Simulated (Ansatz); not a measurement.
# Cl3HOTi (built from SMILES [OH][Ti]([Cl])([Cl])[Cl]): search for a transition state

Is there a first-order saddle for this 1,2-elimination, which should form Cl2–H4 and break Ti1–Cl2, O3–H4, and which two structures does it connect?

Method: PBE0-D4, def2-SVP first, then def2-TZVP; program: Ansatz 0.2.0, Gaussian basis.

114 further runs of the same task are left out: 114 set aside as unsound or not needed.

## (1) Where the work starts

The guess: 6 atoms, charge 0, spin multiplicity 1.

Atoms are counted from 1 here; the program's logs count them from 0.

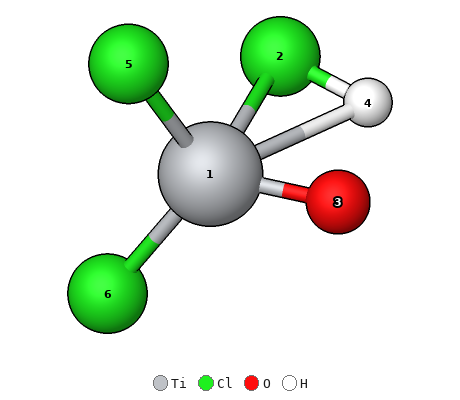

Start geometry, drawn with titanium light grey, chlorine green, oxygen red, hydrogen white; atoms are numbered from 1 in the order of the file.

As a file:

```mol
Cl3HOTi
  3D, bonds by distance, orders not assigned

  6  6  0  0  0  0  0  0  0  0999 V2000
    0.2764    0.4044    0.3525 Ti  0  0
   -1.3012   -0.8866   -0.9345 Cl  0  0
    1.3230   -0.6739   -0.1581 O   0  0
   -0.1447   -1.4808   -1.0806 H   0  0
    0.2697    2.3390   -0.5422 Cl  0  0
   -0.4233    0.2980    2.3628 Cl  0  0
  1  2  8  0
  1  3  8  0
  1  4  8  0
  1  5  8  0
  1  6  8  0
  2  4  8  0
M  END
```

Distances that are to change: Cl2–H4 1.31 Å, Ti1–Cl2 2.41 Å, O3–H4 1.91 Å.

## (2) Relaxing the guess with the reacting distances held

Contents of hold/in.yaml:

```yaml
crystal:
  periodic: [false, false, false]
  atoms:
    - {symbol: Ti, position_ang: [0.276400, 0.404400, 0.352500]}
    - {symbol: Cl, position_ang: [-1.301200, -0.886600, -0.934500]}
    - {symbol: O, position_ang: [1.323000, -0.673900, -0.158100]}
    - {symbol: H, position_ang: [-0.144700, -1.480800, -1.080600]}
    - {symbol: Cl, position_ang: [0.269700, 2.339000, -0.542200]}
    - {symbol: Cl, position_ang: [-0.423300, 0.298000, 2.362800]}
basis:
  gaussian: {orbitals: def2-SVP}
hamiltonian: {xc: pbe0, dispersion: d4}
relax: {f_tol: 0.04, max_steps: 150, escape_saddle: false, constraints: [{distance: [1, 3]}, {distance: [0, 1]}, {distance: [2, 3]}]}
```

Run with:

```bash
$ ansatz run in.yaml --threads 8 --pin off --events-out ev --progress --plain --max-ram 19148MiB
```

Log:

```text
Functional definition: PBE0
  name "PBE0"
  cite "Adamo & Barone, J. Chem. Phys. 110, 6158 (1999) doi:10.1063/1.478522"
  cite "Perdew, Burke & Ernzerhof, Phys. Rev. Lett. 77, 3865 (1996) doi:10.1103/PhysRevLett.77.3865"
  parent pbe
  parameter a = 0.25
  parameter kappa = 0.804
  parameter beta = 0.06672455060314922
  exchange = (1 - a)*pbe_x(kappa = kappa, mu = beta*pi^2/3) + a*exact_x
  correlation = pbe_c(beta = beta)
1107 factors; integrals over basis functions are off by at most 3.0e-4 eV
mean field evaluation 1: about -62706.5805 eV, gradient 6.7e1 eV
mean field evaluation 2: about -62498.5000 eV, gradient 3.0e2 eV
mean field evaluation 4: about -62713.9203 eV, gradient 2.3e1 eV
mean field evaluation 8: about -62715.2875 eV, gradient 5.3e-1 eV
mean field evaluation 16: about -62715.3341 eV, gradient 9.9e-5 eV
mean field -62715.33412719 eV, -2304.7460191939 hartree, gradient 2.0e-5 eV, S^2 0.000000; 0 other end points of the search recorded, 0 dependent functions left out
the calculation of the forces begins
reference -62715.33420250 eV, -2304.7460219617 hartree; 41, 41 occupied and 63, 63 virtual orbitals, 1107 factors
relax step   1: F+E_penalty+E_count = -62715.53238271 eV  Δ(F+E_penalty+E_count) = +0.000e0 eV  max|allowed force component| = 1.513e0 eV/Å  Δτ_max = 0.0000 Å  (30 SCF iters, accepted)
  distance Cl 1 - H 3 held at 1.308400 Å   reaction = -4.8365e-1 eV/Å
  distance Ti 0 - Cl 1 held at 2.410782 Å   reaction = -4.3448e-1 eV/Å
  distance O 2 - H 3 held at 1.912129 Å   reaction = -4.0382e-1 eV/Å
these checks for a lower state are left out or cut short: starts, cluster_reference, orbital_swaps, neighbouring_geometries, increment
1107 factors; integrals over basis functions are off by at most 6.3e-4 eV
mean field -62715.47544446 eV, -2304.7512125077 hartree, gradient 2.0e-5 eV, S^2 0.000000; 0 other end points of the search recorded, 0 dependent functions left out
the calculation of the forces begins
reference -62715.47552198 eV, -2304.7512153567 hartree; 41, 41 occupied and 63, 63 virtual orbitals, 1107 factors
relax step   2: F+E_penalty+E_count = -62715.66844463 eV  Δ(F+E_penalty+E_count) = -1.361e-1 eV  max|allowed force component| = 6.806e-1 eV/Å  Δτ_max = 0.2080 Å  (39 SCF iters, accepted)
  distance Cl 1 - H 3 held at 1.308400 Å   reaction = -6.0268e-1 eV/Å
  distance Ti 0 - Cl 1 held at 2.410782 Å   reaction = -8.4536e-1 eV/Å
  distance O 2 - H 3 held at 1.912129 Å   reaction = +2.0969e-1 eV/Å
these checks for a lower state are left out or cut short: starts, cluster_reference, orbital_swaps, neighbouring_geometries, increment
1107 factors; integrals over basis functions are off by at most 3.1e-4 eV
mean field evaluation 32: about -62715.5452 eV, gradient 7.8e-6 eV
mean field -62715.54518504 eV, -2304.7537754269 hartree, gradient 9.8e-6 eV, S^2 0.000000; 0 other end points of the search recorded, 0 dependent functions left out
the calculation of the forces begins
reference -62715.54526183 eV, -2304.7537782488 hartree; 41, 41 occupied and 63, 63 virtual orbitals, 1107 factors
relax step   3: F+E_penalty+E_count = -62715.73750036 eV  Δ(F+E_penalty+E_count) = -6.906e-2 eV  max|allowed force component| = 3.105e-1 eV/Å  Δτ_max = 0.1302 Å  (36 SCF iters, accepted)
  distance Cl 1 - H 3 held at 1.308400 Å   reaction = -5.2478e-1 eV/Å
  distance Ti 0 - Cl 1 held at 2.410782 Å   reaction = -7.9575e-1 eV/Å
  distance O 2 - H 3 held at 1.912129 Å   reaction = -7.4038e-2 eV/Å
these checks for a lower state are left out or cut short: starts, cluster_reference, orbital_swaps, neighbouring_geometries, increment
1107 factors; integrals over basis functions are off by at most 3.2e-4 eV
mean field -62715.55096168 eV, -2304.7539877144 hartree, gradient 2.5e-5 eV, S^2 0.000000; 0 other end points of the search recorded, 0 dependent functions left out
the calculation of the forces begins
reference -62715.55103858 eV, -2304.7539905406 hartree; 41, 41 occupied and 63, 63 virtual orbitals, 1107 factors
relax step   4: F+E_penalty+E_count = -62715.74281116 eV  Δ(F+E_penalty+E_count) = -5.311e-3 eV  max|allowed force component| = 1.086e-1 eV/Å  Δτ_max = 0.0280 Å  (34 SCF iters, accepted)
  distance Cl 1 - H 3 held at 1.308400 Å   reaction = -5.2317e-1 eV/Å
  distance Ti 0 - Cl 1 held at 2.410782 Å   reaction = -8.5948e-1 eV/Å
  distance O 2 - H 3 held at 1.912129 Å   reaction = -7.5756e-2 eV/Å
these checks for a lower state are left out or cut short: starts, cluster_reference, orbital_swaps, neighbouring_geometries, increment
1107 factors; integrals over basis functions are off by at most 3.2e-4 eV
mean field -62715.55137384 eV, -2304.7540028611 hartree, gradient 2.0e-5 eV, S^2 0.000000; 0 other end points of the search recorded, 0 dependent functions left out
the calculation of the forces begins
reference -62715.55145076 eV, -2304.7540056879 hartree; 41, 41 occupied and 63, 63 virtual orbitals, 1107 factors
relax step   5: F+E_penalty+E_count = -62715.74326406 eV  Δ(F+E_penalty+E_count) = -4.529e-4 eV  max|allowed force component| = 1.129e-2 eV/Å  Δτ_max = 0.0071 Å  (35 SCF iters, accepted)
  distance Cl 1 - H 3 held at 1.308400 Å   reaction = -5.2441e-1 eV/Å
  distance Ti 0 - Cl 1 held at 2.410782 Å   reaction = -8.6795e-1 eV/Å
  distance O 2 - H 3 held at 1.912129 Å   reaction = -9.0829e-2 eV/Å
1107 factors; integrals over basis functions are off by at most 3.2e-4 eV
mean field evaluation 64: about -62715.5514 eV, gradient 3.5e-4 eV
mean field -62715.55137384 eV, -2304.7540028611 hartree, gradient 2.0e-5 eV, S^2 0.000000; 1 other end points of the search recorded, 0 dependent functions left out
the calculation of the forces begins
reference -62715.55145076 eV, -2304.7540056879 hartree; 41, 41 occupied and 63, 63 virtual orbitals, 1107 factors
Total energy: -62715.74334098 eV, -2304.7610575233 hartree
Atom 0 at     0.154323     0.389956     0.311324 Å, force     0.531876     0.494413     0.475043 eV/Å
Atom 1 at    -1.354364    -0.958992    -0.998667 Å, force    -1.032382    -0.300736    -0.458171 eV/Å
Atom 2 at     1.329146    -0.605740    -0.109019 Å, force     0.076953     0.030077     0.039630 eV/Å
Atom 3 at    -0.131598    -1.423279    -1.033192 Å, force     0.421625    -0.225909    -0.058389 eV/Å
Atom 4 at     0.367995     2.380370    -0.621335 Å, force     0.000565    -0.000178     0.002811 eV/Å
Atom 5 at    -0.365603     0.217785     2.450788 Å, force     0.001362     0.002333    -0.000924 eV/Å
Dipole moment:    -0.491600    -0.470839    -0.448812 e Å
```

It took 9 s on 8 threads of Arm Neoverse V1, shared host.

Relaxation path:

| step | energy from step 1 (eV) | largest force component (eV/Å) |
| --- | --- | --- |
| 1 | 0.0000 | 1.5129 |
| 2 | -0.1361 | 0.6806 |
| 3 | -0.2051 | 0.3105 |
| 4 | -0.2104 | 0.1086 |
| 5 | -0.2109 | 0.0113 |

Close pairs (by a distance rule), those that changed most:

| bond | before (Å) | after (Å) | change (Å) |
| --- | --- | --- | --- |
| Ti1–H4 | 2.405 | 2.275 | -0.130 |
| Ti1–Cl6 | 2.131 | 2.208 | +0.077 |
| Ti1–Cl5 | 2.131 | 2.208 | +0.077 |
| Ti1–O3 | 1.587 | 1.596 | +0.009 |
| Cl2–H4 | 1.308 | 1.308 | +0.000 |
| Ti1–Cl2 | 2.411 | 2.411 | +0.000 |

## (3) Force constants to start from

Contents of hessian/in.yaml:

```yaml
crystal:
  periodic: [false, false, false]
  atoms:
    - {symbol: Ti, position_ang: [0.154323, 0.389956, 0.311324]}
    - {symbol: Cl, position_ang: [-1.354364, -0.958992, -0.998667]}
    - {symbol: O, position_ang: [1.329146, -0.605740, -0.109019]}
    - {symbol: H, position_ang: [-0.131598, -1.423279, -1.033192]}
    - {symbol: Cl, position_ang: [0.367995, 2.380370, -0.621335]}
    - {symbol: Cl, position_ang: [-0.365603, 0.217785, 2.450788]}
basis:
  gaussian: {orbitals: def2-SVP}
hamiltonian: {xc: pbe0, dispersion: d4}
phonons: {}
scf: {lower_state_search: off}
```

Run with:

```bash
$ ansatz run in.yaml --threads 8 --pin off --events-out ev --progress --plain --max-ram 19148MiB
```

Log:

```text
[... 10 set-up lines as earlier in the session ...]
these checks for a lower state are left out or cut short: stability, starts, cluster_reference, orbital_swaps, neighbouring_geometries, increment
1107 factors; integrals over basis functions are off by at most 3.2e-4 eV
mean field evaluation 1: about -62706.1509 eV, gradient 6.9e1 eV
mean field evaluation 2: about -62454.5834 eV, gradient 3.4e2 eV
mean field evaluation 4: about -62713.9625 eV, gradient 2.5e1 eV
mean field evaluation 8: about -62715.5071 eV, gradient 4.4e-1 eV
mean field evaluation 16: about -62715.5514 eV, gradient 9.3e-5 eV
mean field -62715.55137658 eV, -2304.7540029618 hartree, gradient 6.7e-6 eV, S^2 0.000000; 0 other end points of the search recorded, 0 dependent functions left out
the calculation of the forces begins
reference -62715.55145350 eV, -2304.7540057884 hartree; 41, 41 occupied and 63, 63 virtual orbitals, 1107 factors
[... from here to the last solve, the lines of the solves are left out (35 solves) ...]
1107 factors; integrals over basis functions are off by at most 3.2e-4 eV
mean field -62715.55126310 eV, -2304.7539987916 hartree, gradient 2.6e-6 eV, S^2 0.000000; 0 other end points of the search recorded, 0 dependent functions left out
the calculation of the forces begins
reference -62715.55134001 eV, -2304.7540016178 hartree; 41, 41 occupied and 63, 63 virtual orbitals, 1107 factors
WARN: phonons: modes at or below zero, which the zero-point energy, F, S and C_V leave out: 1, the lowest at -257.71 cm⁻¹. A minimum has none, and a first-order saddle one
Total energy: -62715.74334370 eV, -2304.7610576234 hartree
Atom 0 at     0.154323     0.389956     0.311324 Å, force     0.531928     0.494510     0.475124 eV/Å
Atom 1 at    -1.354364    -0.958992    -0.998667 Å, force    -1.032398    -0.300820    -0.458267 eV/Å
Atom 2 at     1.329146    -0.605740    -0.109019 Å, force     0.076944     0.030038     0.039585 eV/Å
Atom 3 at    -0.131598    -1.423279    -1.033192 Å, force     0.421606    -0.225799    -0.058313 eV/Å
Atom 4 at     0.367995     2.380370    -0.621335 Å, force     0.000543    -0.000280     0.002843 eV/Å
Atom 5 at    -0.365603     0.217785     2.450788 Å, force     0.001377     0.002351    -0.000973 eV/Å
Dipole moment:    -0.491600    -0.470839    -0.448811 e Å
Vibrations: -257.71 54.58 91.84 133.49 146.89 271.60 286.85 363.18 426.94 512.34 1104.07 2722.76 cm⁻¹, zero-point energy 0.379052 eV
Checks for a lower state left out: stability, starts, cluster_reference, orbital_swaps, neighbouring_geometries, increment
```

Run time: 34 s. Hardware: 8 threads of Arm Neoverse V1, shared host.

The structure is not stationary yet, so these wavenumbers are no spectrum; the search needs only the force constants.

## (4) Saddle search in the small basis

A small driver takes partitioned rational-function steps: uphill along one mode, downhill along the rest. It calls the program once a step for energy and forces and updates the Hessian by Bofill's formula. It stops when the largest force is under 0.04 eV/Å and the followed curvature is negative. The first step's input:

Contents of presaddle/in.yaml:

```yaml
crystal:
  periodic: [false, false, false]
  atoms:
    - {symbol: Ti, position_ang: [0.154323, 0.389956, 0.311324]}
    - {symbol: Cl, position_ang: [-1.354364, -0.958992, -0.998667]}
    - {symbol: O, position_ang: [1.329146, -0.605740, -0.109019]}
    - {symbol: H, position_ang: [-0.131598, -1.423279, -1.033192]}
    - {symbol: Cl, position_ang: [0.367995, 2.380370, -0.621335]}
    - {symbol: Cl, position_ang: [-0.365603, 0.217785, 2.450788]}
basis:
  gaussian: {orbitals: def2-SVP}
hamiltonian: {xc: pbe0, dispersion: d4}
output: {forces: true}
scf: {lower_state_search: off}
```

Run with:

```bash
$ ansatz run in.yaml --threads 8 --pin off --events-out ev --progress --plain --max-ram 19148MiB
```

The driver's record:

| step | energy (eV) | largest force (eV/Å) | followed curvature (eV/Å²) |
| --- | --- | --- | --- |
| 1 | -62715.74331 | 1.0324 | -0.54 |
| 2 | -62715.79139 | 0.2112 | 0.04 |
| 3 | -62715.77411 | 0.4367 | -1.05 |
| 4 | -62715.78417 | 0.1106 | -1.76 |
| 5 | -62715.78407 | 0.0374 | -1.42 |

The 5 steps took 4.5 s in all (8 threads of Arm Neoverse V1, shared host).

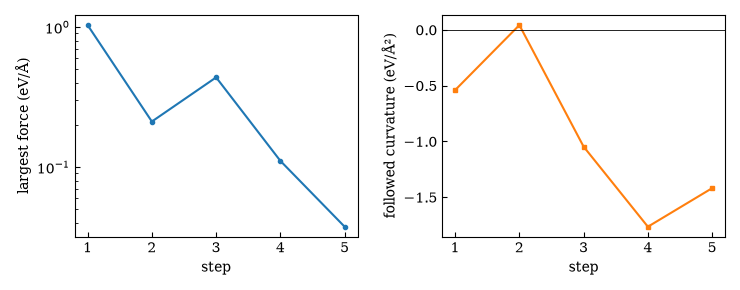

Largest force and followed curvature during the search.

## (5) Saddle search in triple zeta

The search itself is an outer loop (partitioned rational-function steps, Bofill update of the Hessian). Each step is one single-point run with forces. It stops when the largest force is under 0.01 eV/Å and the followed curvature is negative. The first step's input:

Contents of saddle/in.yaml:

```yaml
crystal:
  periodic: [false, false, false]
  atoms:
    - {symbol: Ti, position_ang: [0.090870, 0.401521, 0.303856]}
    - {symbol: Cl, position_ang: [-1.385930, -1.077783, -1.090634]}
    - {symbol: O, position_ang: [1.206203, -0.661849, -0.178034]}
    - {symbol: H, position_ang: [-0.025929, -1.313751, -0.929242]}
    - {symbol: Cl, position_ang: [0.418371, 2.390980, -0.565091]}
    - {symbol: Cl, position_ang: [-0.303686, 0.260982, 2.459045]}
basis:
  gaussian: {orbitals: def2-TZVP}
hamiltonian: {xc: pbe0, dispersion: d4}
output: {forces: true}
scf: {lower_state_search: off}
```

Run with:

```bash
$ ansatz run in.yaml --threads 8 --pin off --events-out ev --progress --plain --max-ram 19148MiB
```

The driver's record:

| step | energy (eV) | largest force (eV/Å) | followed curvature (eV/Å²) |
| --- | --- | --- | --- |
| 1 | -62734.19251 | 0.4821 | -1.42 |
| 2 | -62734.19927 | 0.0863 | -1.48 |
| 3 | -62734.19895 | 0.0393 | -1.47 |
| 4 | -62734.20022 | 0.0155 | -1.48 |
| 5 | -62734.20026 | 0.0140 | -1.46 |
| 6 | -62734.20028 | 0.0033 | -1.41 |

The 6 steps took 26 s in all (8 threads of Arm Neoverse V1, shared host).

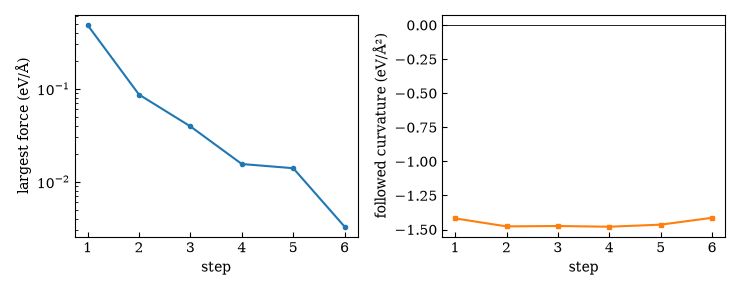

Largest force and followed curvature during the search.

Geometry at the end of the search:

```
Ti    0.1259    0.3902    0.3046
Cl   -1.3868   -1.0409   -1.0636
O     1.2631   -0.6661   -0.1675
H    -0.0583   -1.3307   -0.9506
Cl    0.3905    2.3921   -0.5789
Cl   -0.3344    0.2555    2.4559
```

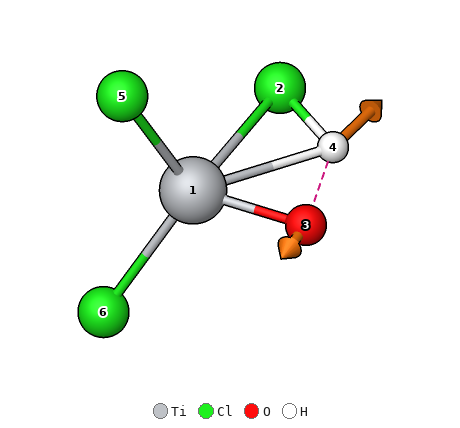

The point found; broken lines mark the pairs that react, arrows the followed mode.

## (6) Vibrations at the point found

Contents of vib/in.yaml:

```yaml
crystal:
  periodic: [false, false, false]
  atoms:
    - {symbol: Ti, position_ang: [0.125901, 0.390185, 0.304572]}
    - {symbol: Cl, position_ang: [-1.386806, -1.040875, -1.063612]}
    - {symbol: O, position_ang: [1.263095, -0.666079, -0.167476]}
    - {symbol: H, position_ang: [-0.058348, -1.330687, -0.950580]}
    - {symbol: Cl, position_ang: [0.390491, 2.392060, -0.578879]}
    - {symbol: Cl, position_ang: [-0.334433, 0.255497, 2.455875]}
basis:
  gaussian: {orbitals: def2-TZVP}
hamiltonian: {xc: pbe0, dispersion: d4}
phonons: {temperatures: {t_min: 298.15, t_max: 900, t_step: 200}}
```

Run with:

```bash
$ ansatz run in.yaml --threads 8 --pin off --events-out ev --progress --plain --max-ram 19148MiB
```

Log:

```text
[... 10 set-up lines as earlier in the session ...]
1465 factors; their error is unknown
mean field evaluation 1: about -62725.0856 eV, gradient 7.0e1 eV
mean field evaluation 2: about -62538.7953 eV, gradient 3.1e2 eV
mean field evaluation 4: about -62732.0149 eV, gradient 2.9e1 eV
mean field evaluation 8: about -62733.7703 eV, gradient 1.6e-1 eV
mean field evaluation 16: about -62734.0111 eV, gradient 3.7e-4 eV
mean field -62734.01108765 eV, -2305.4323848313 hartree, gradient 4.0e-5 eV, S^2 0.000000; 0 other end points of the search recorded, 0 dependent functions left out
the calculation of the forces begins
reference -62734.01112227 eV, -2305.4323861035 hartree; 41, 41 occupied and 152, 152 virtual orbitals, 1465 factors
[... from here to the last solve, the lines of the solves are left out (35 solves) ...]
1465 factors; their error is unknown
mean field -62734.01096971 eV, -2305.4323804970 hartree, gradient 1.9e-6 eV, S^2 0.000000; 0 other end points of the search recorded, 0 dependent functions left out
the calculation of the forces begins
reference -62734.01100432 eV, -2305.4323817689 hartree; 41, 41 occupied and 152, 152 virtual orbitals, 1465 factors
WARN: phonons: modes at or below zero, which the zero-point energy, F, S and C_V leave out: 1, the lowest at -301.05 cm⁻¹. A minimum has none, and a first-order saddle one
Total energy: -62734.20027490 eV, -2305.4393373342 hartree
Atom 0 at     0.125901     0.390185     0.304572 Å, force    -0.003285     0.000274     0.000029 eV/Å
Atom 1 at    -1.386806    -1.040875    -1.063612 Å, force     0.000219     0.001297     0.000757 eV/Å
Atom 2 at     1.263095    -0.666079    -0.167476 Å, force     0.002295    -0.001257    -0.000255 eV/Å
Atom 3 at    -0.058348    -1.330687    -0.950580 Å, force     0.000402    -0.000080     0.000109 eV/Å
Atom 4 at     0.390491     2.392060    -0.578879 Å, force     0.000129     0.000092    -0.000444 eV/Å
Atom 5 at    -0.334433     0.255497     2.455875 Å, force     0.000241    -0.000326    -0.000196 eV/Å
Dipole moment:    -0.432946    -0.295979    -0.311785 e Å
Vibrations: -301.05 62.52 87.29 131.71 208.05 253.53 415.06 498.58 541.56 576.56 1050.73 2095.10 cm⁻¹, zero-point energy 0.367036 eV
```

Run time: 72 s. Hardware: 8 threads of Arm Neoverse V1, shared host; peak memory 0.67 GiB.

The modes, with what each moves most:

| mode | wavenumber (cm⁻¹) | character |
| --- | --- | --- |
| 1 | 301i | changes Cl2–H4, O3–H4 |
| 2 | 63 | bend |
| 3 | 87 | bend |
| 4 | 132 | bend |
| 5 | 208 | bend |
| 6 | 254 | bend with Ti–Cl stretch |
| 7 | 415 | Ti–Cl stretch |
| 8 | 499 | Ti–Cl stretch |
| 9 | 542 | bend |
| 10 | 577 | bend |
| 11 | 1051 | Ti–O stretch |
| 12 | 2095 | Cl–H stretch with bend |

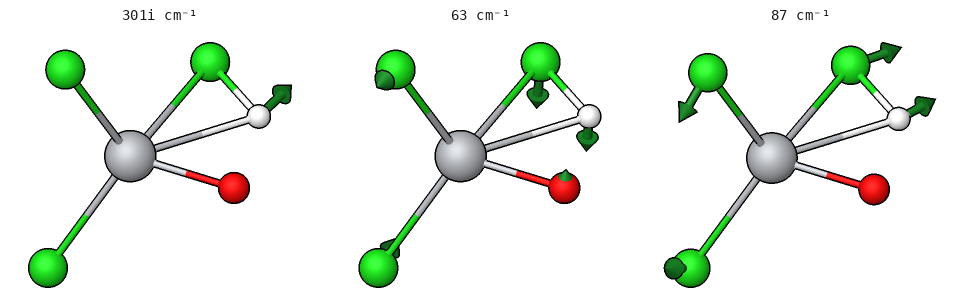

Displacements of 3 modes, as arrows.

Vibrational sums (real modes only):

| T (K) | entropy (J/mol/K) | heat capacity (J/mol/K) |
| --- | --- | --- |
| 298 | 73.2 | 61.5 |
| 498 | 108.0 | 73.4 |
| 698 | 133.8 | 79.4 |
| 898 | 154.2 | 82.9 |

[end of part 1 of 2]
